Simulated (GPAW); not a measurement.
# Screening of a field by 2H-NbTe2 monolayer, part 2 of 2

Aim: the dipole that a field along the normal induces in 2H-NbTe2 monolayer.

GPAW 26.7.0; GPAW, PAW setups; layer in a repeated cell with vacuum, relaxation of atoms and in-plane cell (the session's first sound run).

So far. Step 5 (In a field): The dipole is now -0.0415 e Å, against -6.6e-4 in the run without a field. Step 8 (Field on): The dipole is now 0.0415 e Å, against -6.6e-4 in the run without a field.

## 9. Field on

Level of this step: GPAW, PAW setups; slab in vacuum (GPAW).

The input, run.py:

```python
import json
import numpy as np
from ase import Atoms
from gpaw import GPAW, PW
from gpaw.external import ConstantElectricField

slab = Atoms(
    ['Te', 'Nb', 'Te'],
    positions=[
        [0.00000, 2.12539, 7.00000],
        [-0.00000, 0.00000, 8.84159],
        [0.00000, 2.12539, 10.68319]],
    cell=[[3.68128, -0.0, 0.0], [-1.84064, 3.18809, 0.0], [0.0, 0.0, 17.6832]],
    pbc=[True, True, False])

slab.calc = GPAW(mode=PW(400), xc='PBE', kpts={'size': (9, 9, 1), 'gamma': True},
                 occupations={'name': 'fermi-dirac', 'width': 0.05}, nbands='160%',
                 convergence={'density': 1e-05}, maxiter=200,
                 poissonsolver={'dipolelayer': 'xy'},
                 external=ConstantElectricField(0.2, [0, 0, 1]),
                 symmetry={'tolerance': 1e-3}, txt='slab.txt')
result = {}
energy = slab.get_potential_energy()
fermi = slab.calc.get_fermi_level()
v = slab.calc.get_electrostatic_potential().mean((0, 1)) - fermi
n = slab.calc.get_pseudo_density().mean((0, 1))
L = slab.cell[2, 2]
z = np.arange(len(v)) * L / len(v)
low, high = slab.positions[:, 2].min(), slab.positions[:, 2].max()
below, above = np.interp([low - 4.8, high + 4.8], z, v)
slopes = [np.interp(x, z, np.gradient(v, z)) for x in (low - 4.8, high + 4.8)]
eps = np.array([[slab.calc.get_eigenvalues(k, s) for k in range(len(slab.calc.get_ibz_k_points()))]
                for s in range(slab.calc.get_number_of_spins())]) - fermi
top, bottom = eps[eps < 0].max(), eps[eps > 0].min()
dipole = slab.get_dipole_moment()[2]
print(f'energy {energy:.4f} eV, Fermi level {fermi:.4f} eV, dipole {dipole:.5f} e A')
print(f'potential 4.8 A off the faces, from the Fermi level: lower {below:.4f} eV, upper {above:.4f} eV')
print(f'slope of the potential there: lower {slopes[0]:.5f}, upper {slopes[1]:.5f} eV/A')
print(f'nearest levels on the mesh: {top:.4f} and {bottom:.4f} eV')
print('magnetic moment', round(slab.get_magnetic_moment(), 3))
result.update(energy=energy, fermi=fermi, dipole=dipole, below=below, above=above, slopes=slopes, edges=[top, bottom],
              z=z.tolist(), v=v.tolist(), n=n.tolist(), positions=slab.positions.tolist(),
              forces=slab.get_forces(apply_constraint=False).tolist(), moments=slab.get_magnetic_moments().tolist())
json.dump(result, open('result.json', 'w'))
```

Command:

```
> OMP_NUM_THREADS=1 OPENBLAS_NUM_THREADS=1 python run.py
```

What it wrote:

```text
energy -18.0411 eV, Fermi level -0.2779 eV, dipole 0.08303 e A
potential 4.8 A off the faces, from the Fermi level: lower 5.6678 eV, upper 4.3874 eV
slope of the potential there: lower -0.00032, upper 0.00007 eV/A
nearest levels on the mesh: -0.0264 and 0.0337 eV
magnetic moment 0.0
```

The job ended after 56 s (1 thread of Arm Neoverse V2, shared host; peak memory 0.25 GiB).

The electrostatic potential energy of an electron (without an applied field's), less the Fermi level, planar mean by z:

| z (Å) | electrostatic potential energy of an electron (without an applied field's), less the Fermi level, planar mean (eV) |
| --- | --- |
| 0 | 5.03 |
| 1 | 5.67 |
| 2 | 5.67 |
| 3 | 5.67 |
| 4 | 5.65 |
| 5 | 5.42 |
| 6 | 1.94 |
| 7 | -17.9 |
| 8 | -3.50 |
| 9 | -14.8 |
| 10 | -5.48 |
| 11 | -13.3 |
| 12 | 2.94 |
| 13 | 4.31 |
| 14 | 4.38 |
| 15 | 4.39 |
| 16 | 4.39 |
| 17 | 4.39 |

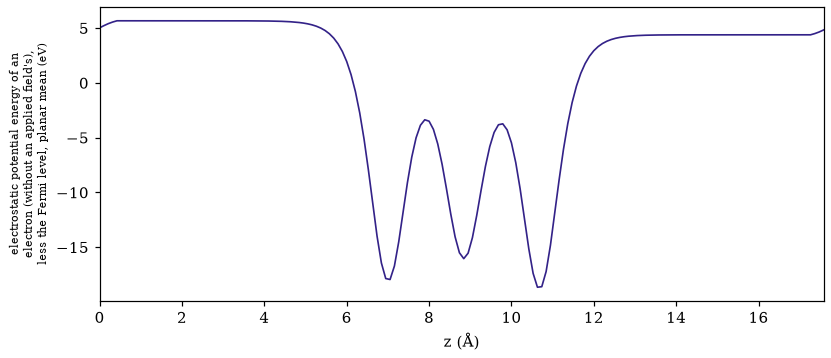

Electrostatic potential energy of an electron (without an applied field's), less the Fermi level, planar mean against z.

The dipole is now 0.0830 e Å, against -6.6e-4 in the run without a field.

## 10. Field on

run.py: that of step 9 with these lines changed.

```diff
@@ -19,3 +19,3 @@
                  poissonsolver={'dipolelayer': 'xy'},
-                 external=ConstantElectricField(0.2, [0, 0, 1]),
+                 external=ConstantElectricField(0.3, [0, 0, 1]),
                  symmetry={'tolerance': 1e-3}, txt='slab.txt')
```

What it wrote:

```text
energy -18.0515 eV, Fermi level -0.2801 eV, dipole 0.12458 e A
potential 4.8 A off the faces, from the Fermi level: lower 5.9923 eV, upper 4.0710 eV
slope of the potential there: lower -0.00043, upper 0.00003 eV/A
nearest levels on the mesh: -0.0265 and 0.0336 eV
magnetic moment 0.0
```

Wall time 56 s (1 thread); peak memory 0.25 GiB.

The electrostatic potential energy of an electron (without an applied field's), less the Fermi level, planar mean oscillates, so the rows of the table below give means over windows of 2 Å about each position, cut where the curve ends. Its maxima inside the range that stand out by 2 % of the span (Å: eV): 1.8: 5.99, 7.9: -3.28, 9.8: -3.83. Its minima: 7.1: -17.8, 8.8: -16.0, 10.6: -18.8.

Table of electrostatic potential energy of an electron (without an applied field's), less the Fermi level, planar mean by z; means over each step:

| z (Å) | electrostatic potential energy of an electron (without an applied field's), less the Fermi level, planar mean (eV) |
| --- | --- |
| 0 | 5.81 |
| 2 | 5.99 |
| 4 | 5.94 |
| 6 | -1.46 |
| 8 | -10.0 |
| 10 | -10.7 |
| 12 | 0.271 |
| 14 | 4.06 |
| 16 | 4.07 |

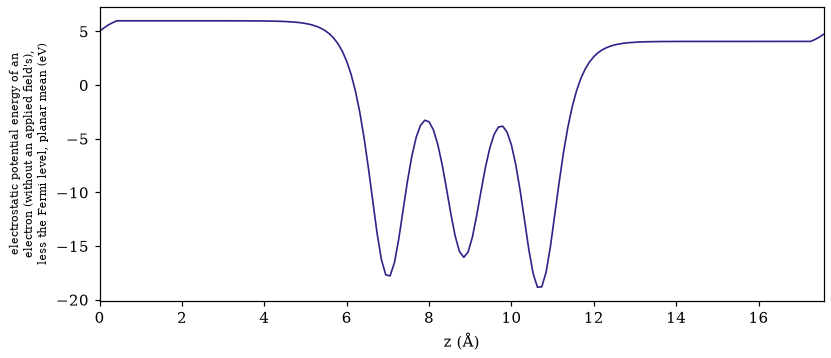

Electrostatic potential energy of an electron (without an applied field's), less the Fermi level, planar mean, plotted against z.

The dipole is now 0.125 e Å, against -6.6e-4 in the run without a field.

## 11. The series

The members are put on one axis.

This step: induced dipole against applied field (GPAW 26.7.0).

Table of dipole along the normal by field:

```csv
field (V/Å),dipole along the normal (e·Å)
-0.200,-0.0830
-0.100,-0.0415
-0.050,-0.0208
0.000,-6.6e-4
0.050,0.0208
0.100,0.0415
0.200,0.0830
0.300,0.125
```

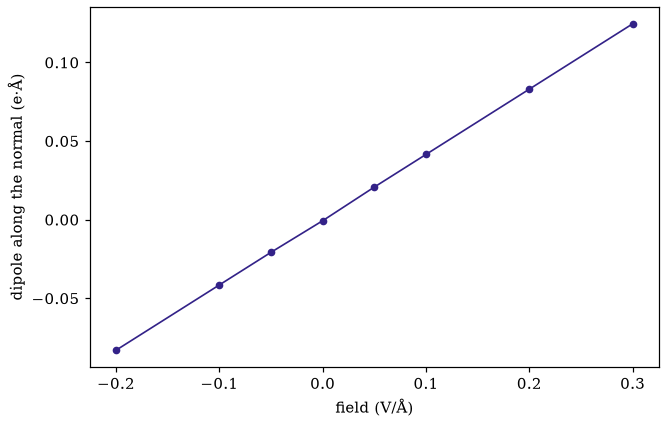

Dipole along the normal, plotted against field.

## 12. Outcome

| Property | Result |
| --- | --- |
| work function, both faces | 5.03 eV |
| dipole along the normal | -6.6e-4 e Å, near the numerical noise |
| induced dipole per field | 0.415 e Å per V/Å |
| out-of-plane polarisability per area, α/(ε0 A) | 6.40 Å |

In words: The field induces 0.415 e Å per V/Å, a polarisable thickness α/(ε0 A) of 6.40 Å beside 3.68 Å between the outermost nuclei. A perfect conductor would give the distance between its two image planes; a dielectric of thickness t gives t(1 - 1/ε). The induced dipole is linear in the field over this range. The starting lattice was a guess from atomic radii; the relaxation moved it by -6 %. The small printed dipole stands for a step of 10 meV from the lower to the upper face, and the probes find 2.4 meV; values this small are near the numerical noise of both. The cell holds an odd number of electrons, so without spin polarisation it must come out metallic and without a moment, whatever its true state. The layer's cell and atoms come from the relaxation; spin-orbit coupling and temperature are left out.

[Logs are printed without paths, hosts, clocks, repeated set-up lines and the standing remarks that a program may print on its own settings, such as how far it seeks lower states.]

[Hosts, paths, dates, database ids (printed as entryN), source tags and the programs' standing remarks are cut or masked in the printed files.]
